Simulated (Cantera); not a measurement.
Charge: 1 mol Cr₂O₃, 380 mol H₂, at 1050 Torr.

Method: chemical equilibrium by Gibbs-energy minimisation in Cantera with the NASA 1993 tables (ideal gas, pure condensed phases). Candidate condensed phases: Cr, Cr₂O₃, H₂O; 13 gas species. Mutual solubility and eutectic melting of coexisting phases are not modelled. Kinetics and transport are ignored.

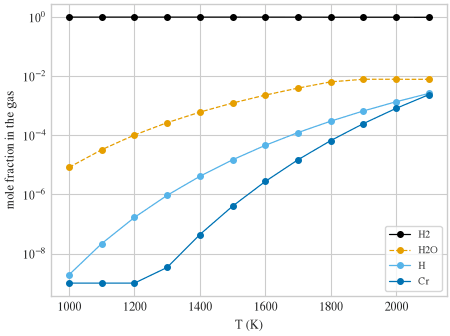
Fig. 1. Equilibrium gas composition (values under 1e-9 drawn at 1e-9)

From 1000 K to 1800 K the condensed part is Cr(s) + Cr₂O₃(s). From 1900 K to 2100 K the condensed part is Cr(s).
